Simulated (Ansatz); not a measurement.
**U-revPBE/STO-3G run of SiH2F (SMILES F[SiH2])**

What is the vertical doublet–quartet gap of SiH2F at U-revPBE/STO-3G? 

The calculation is run with Ansatz 0.2.0.

46 further runs of the same task are left out: 46 set aside as unsound or not needed.

## 1. Starting point

SiH2F has 4 atoms, charge 0, and is taken as a doublet. SMILES: `F[SiH2]`. The coordinates come from a GFN2-xTB relaxation.

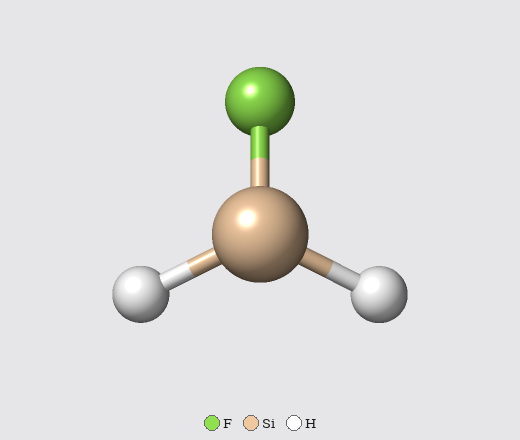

The structure, seen from a chosen angle (fluorine green, silicon light orange, hydrogen white).

## 2. The energy at U-revPBE/STO-3G

The input, in.yaml:

```yaml
crystal:
  periodic: [false, false, false]
  atoms:
    - {symbol: F, position_ang: [1.205590, 0.647540, -0.425510]}
    - {symbol: Si, position_ang: [-0.122150, -0.264920, -0.246870]}
    - {symbol: H, position_ang: [-1.219930, 0.678520, -0.261640]}
    - {symbol: H, position_ang: [0.136490, -1.061140, 0.934020]}
basis:
  gaussian:
    orbitals: STO-3G
magnetization:
  spin_polarized: true
  initial_magnetization: 1
hamiltonian:
  xc: {name: revPBE}
accuracy: high
```

On the command line:

```console
$ ansatz run in.yaml --threads 1 --pin off --max-ram 2610MiB --events-out events.jsonl --progress --plain --runs-dir runs
```

Log:

```text
Warning: RAYON_NUM_THREADS=1 ignored (pool sized by the plan → 1); use --threads N
Functional definition: revPBE
  name "revPBE"
  parameter kappa = 1.245
  parameter beta = 0.06672455060314922
  exchange = pbe_x(kappa = kappa, mu = beta*pi^2/3)
  correlation = pbe_c(beta = beta)
270 factors; integrals over basis functions are off by at most 2.6e-8 eV
mean field evaluation 1: about -10491.1256 eV, gradient 1.0e1 eV
mean field evaluation 2: about -10489.1488 eV, gradient 2.0e1 eV
mean field evaluation 4: about -10491.8972 eV, gradient 5.0e-1 eV
mean field evaluation 8: about -10491.8688 eV, gradient 4.8e-3 eV
mean field evaluation 16: about -10491.8688 eV, gradient 3.2e-8 eV
mean field -10491.86884242 eV, -385.5690683147 hartree, gradient 3.2e-8 eV, S^2 0.750297; 0 other end points of the search recorded, 0 dependent functions left out
reference -10491.86884426 eV, -385.5690683824 hartree; 13, 12 occupied and 3, 4 virtual orbitals, 270 factors
Total energy: -10491.86884426 eV, -385.5690683824 hartree
```

Run time: 1.3 s. Hardware: 1 thread of Arm Neoverse V1, shared host; peak memory 0.11 GiB.

## 3. The quartet

The input, input.yaml:

```yaml
crystal:
  periodic: [false, false, false]
  atoms:
    - {symbol: F, position_ang: [1.205590, 0.647540, -0.425510]}
    - {symbol: Si, position_ang: [-0.122150, -0.264920, -0.246870]}
    - {symbol: H, position_ang: [-1.219930, 0.678520, -0.261640]}
    - {symbol: H, position_ang: [0.136490, -1.061140, 0.934020]}
basis:
  gaussian:
    orbitals: STO-3G
magnetization:
  spin_polarized: true
  initial_magnetization: 3
hamiltonian:
  xc: {name: revPBE}
accuracy: high
```

On the command line:

```console
$ ansatz run input.yaml --threads 1 --pin off --max-ram 2610MiB --events-out events.jsonl --progress --plain --runs-dir runs
```

Log:

```text
Warning: RAYON_NUM_THREADS=1 ignored (pool sized by the plan → 1); use --threads N
Functional definition: revPBE
  name "revPBE"
  parameter kappa = 1.245
  parameter beta = 0.06672455060314922
  exchange = pbe_x(kappa = kappa, mu = beta*pi^2/3)
  correlation = pbe_c(beta = beta)
270 factors; integrals over basis functions are off by at most 2.6e-8 eV
mean field evaluation 1: about -10476.7602 eV, gradient 2.0e1 eV
mean field evaluation 2: about -10468.6603 eV, gradient 2.4e1 eV
mean field evaluation 4: about -10477.5225 eV, gradient 1.9e1 eV
mean field evaluation 8: about -10481.4929 eV, gradient 1.7e-1 eV
mean field evaluation 16: about -10481.4706 eV, gradient 1.1e-3 eV
mean field evaluation 32: about -10480.3599 eV, gradient 2.7e0 eV
mean field -10481.47063466 eV, -385.1869412277 hartree, gradient 5.3e-8 eV, S^2 3.750216; 4 other end points of the search recorded, 0 dependent functions left out
reference -10481.47063662 eV, -385.1869412998 hartree; 14, 11 occupied and 2, 5 virtual orbitals, 270 factors
Total energy: -10481.47063662 eV, -385.1869412998 hartree
```

Wall time 1.8 s (1 thread of Arm Neoverse V1, shared host); peak memory 0.11 GiB.

## 4. Outcome

Level: U-revPBE/STO-3G.

| quantity | value |
| --- | --- |
| doublet: total energy | -385.56907 Eh |
| doublet: ⟨S²⟩ | 0.750 |
| quartet: total energy | -385.18694 Eh |
| quartet: ⟨S²⟩ | 3.750 |
| vertical energy of the quartet above the doublet | 10.398 eV |

At this shape the quartet lies 10.40 eV (1003 kJ/mol) above the doublet. In a minimal basis such a difference can be off by several eV, whatever the method.
